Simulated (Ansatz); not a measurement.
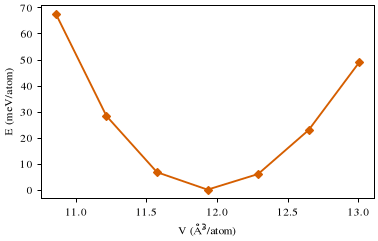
Fig. 1. SrTiO3 (cubic perovskite, Pm-3m) under volume change, r²SCAN (plane waves, PAW; program Ansatz), scaled uniformly.

Problem. What does a third-order Birch–Murnaghan fit give for V₀, B₀ and B′?

Solution. V₀ = 11.93 Å³/atom, B₀ = 189 GPa, B′ = 4.4.

Symmetry was held in the r²SCAN relaxation. At this level the phase is dynamically unstable (imaginary phonons). The run is not spin-polarised.

Potentials: the earlier of the program's two PAW sets.
